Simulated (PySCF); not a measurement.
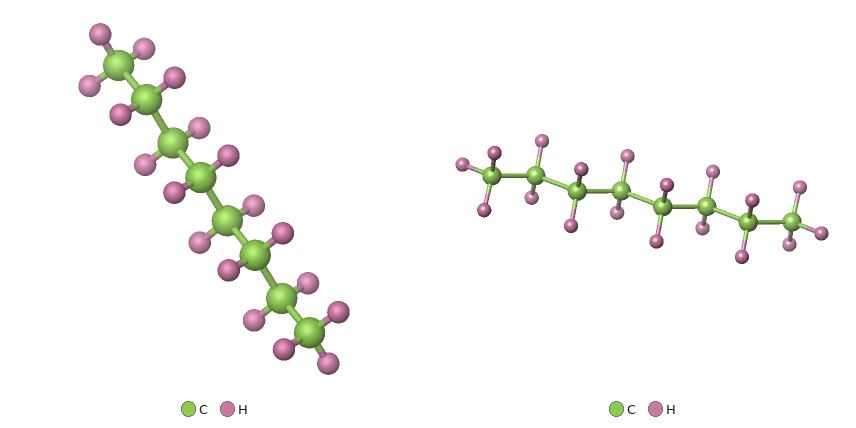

The same structure drawn twice, from different directions.

The computed structure is the end point of a PBE0-D3(BJ)/def2-SVP optimisation. No frequency run is at hand to confirm it as a minimum.

Give the formula.

Answer. C₈H₁₈, 26 atoms: 8 carbon and 18 hydrogen.

What is its SMILES?

Answer. CCCCCCCC

Does it have rings?

Answer. It has no ring.

How many sets of symmetry-equivalent atoms are there?

Answer. 9: 2 C, 2 C, 2 C, 2 C, 4 H, 2 H, 4 H, 4 H, 4 H.

The parts below concern this one geometry. Atoms keep their numbers from picture to picture.

Shape

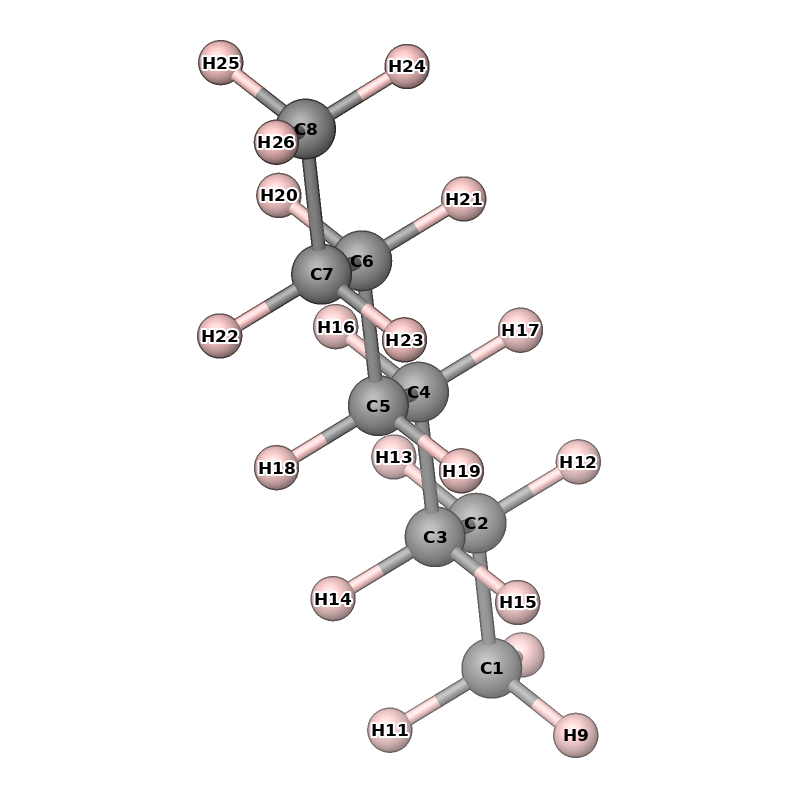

C2 lies behind C3. The molecule seen a little off the C3–C2 bond, C3 in front. Atoms fade into the background with distance from the viewer. No frequency run is at hand to confirm it as a minimum.

What is the torsion angle C4–C3–C2–C1? The sign is positive where the front bond must turn clockwise to cover the back bond.

Answer. 180°, antiperiplanar (anti). The bonds about C3–C2 are staggered.

NMR shielding

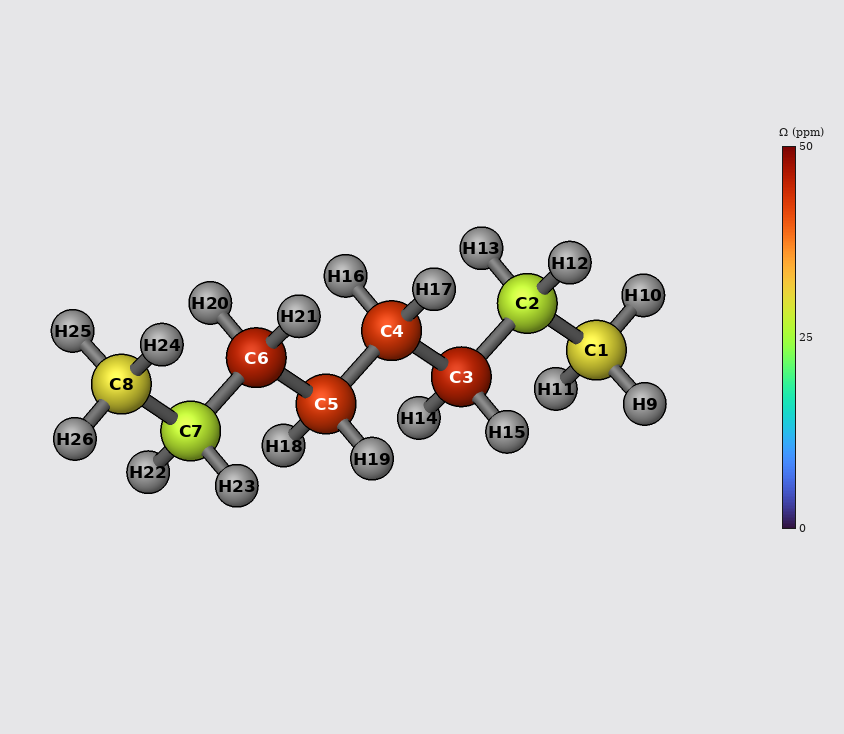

The C atoms are coloured by the span of their shielding tensor. No frequency run is at hand to confirm it as a minimum. Level of theory: GIAO PBE0/pcSseg-1 NMR shielding, non-relativistic, IEF-PCM methanol (PySCF 2.14.0). Principal shieldings σ11 ≤ σ22 ≤ σ33, span Ω = σ33 − σ11, skew κ = 3(σiso − σ22)/Ω.

Give the shielding tensors of the C atoms.

```csv
atom,σ11,σ22,σ33,σiso,Ω,κ
"C1, C8",156.6,161.8,186.9,168.4,30.2,0.66
"C2, C7",145.1,155.5,172.4,157.7,27.2,0.24
"C3, C6",127.7,144.3,172.8,148.2,45.1,0.27
"C4, C5",129.8,146.6,172.9,149.8,43.1,0.22
```

Shieldings and span in ppm.

Electronic properties

No frequency run is at hand to confirm it as a minimum. Level of theory: PBE0/pcSseg-1 in acetone (IEF-PCM) (PySCF 2.14.0).

Predict the main results.

- HOMO energy (Kohn–Sham orbital): −8.52 eV
- LUMO energy (Kohn–Sham orbital): 1.66 eV
- HOMO–LUMO gap: 10.18 eV

Charges

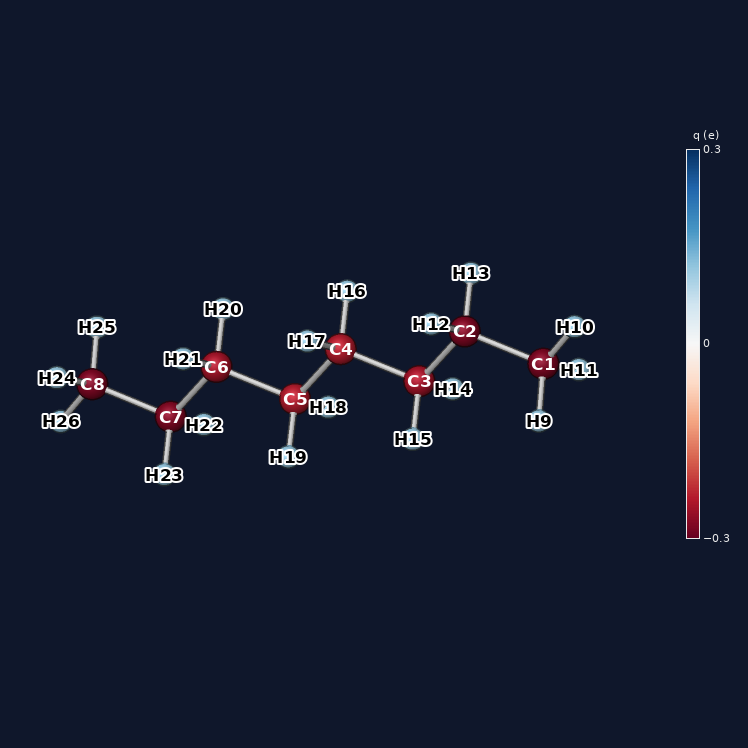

Atoms are coloured by their Mulliken charges. No frequency run is at hand to confirm it as a minimum. Method: PBE0/pcSseg-1 in acetone (IEF-PCM) (PySCF 2.14.0).

Give the Mulliken charges atom by atom.

| atom | value (e) |
| --- | --- |
| C1 | −0.28 |
| C2 | −0.28 |
| C3 | −0.25 |
| C4 | −0.24 |
| C5 | −0.24 |
| C6 | −0.25 |
| C7 | −0.28 |
| C8 | −0.28 |
| H9 | 0.11 |
| H10 | 0.12 |
| H11 | 0.11 |
| H12 | 0.12 |
| H13 | 0.12 |
| H14 | 0.11 |
| H15 | 0.11 |
| H16 | 0.12 |
| H17 | 0.12 |
| H18 | 0.12 |
| H19 | 0.12 |
| H20 | 0.11 |
| H21 | 0.11 |
| H22 | 0.12 |
| H23 | 0.12 |
| H24 | 0.11 |
| H25 | 0.11 |
| H26 | 0.12 |

Bond orders

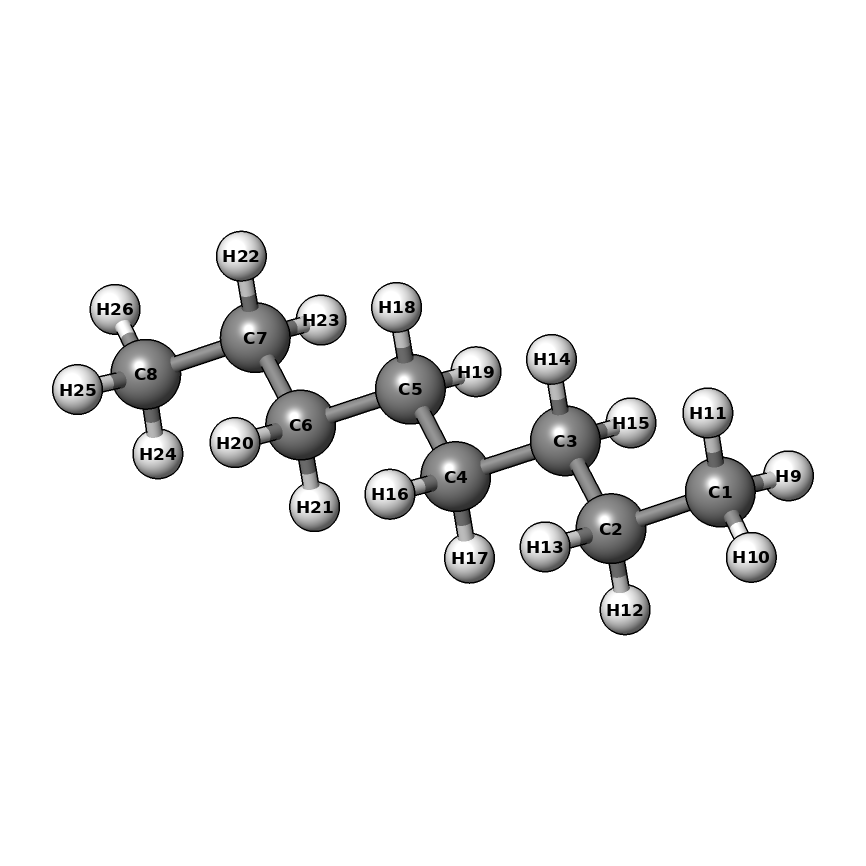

Every bond is drawn as one stick. No frequency run is at hand to confirm it as a minimum. Level of theory: PBE0/pcSseg-1 in acetone (IEF-PCM) (PySCF 2.14.0).

List the Mayer bond orders of C4–C5, C3–C4, C4–H16, C2–C3, C3–H14, C1–C2, C2–H12, C1–H9, C1–H10 (one bond of each equivalent set).

```json
{"bond": "C4–C5", "Mayer order": "1.04", "length (Å)": "1.522"}
{"bond": "C3–C4", "Mayer order": "1.04", "length (Å)": "1.521"}
{"bond": "C4–H16", "Mayer order": "0.95", "length (Å)": "1.106"}
{"bond": "C2–C3", "Mayer order": "1.03", "length (Å)": "1.523"}
{"bond": "C3–H14", "Mayer order": "0.95", "length (Å)": "1.106"}
{"bond": "C1–C2", "Mayer order": "1.06", "length (Å)": "1.520"}
{"bond": "C2–H12", "Mayer order": "0.95", "length (Å)": "1.105"}
{"bond": "C1–H9", "Mayer order": "0.96", "length (Å)": "1.102"}
{"bond": "C1–H10", "Mayer order": "0.97", "length (Å)": "1.101"}
```

Mulliken values depend strongly on the basis set and can even reverse the polarity of a bond.
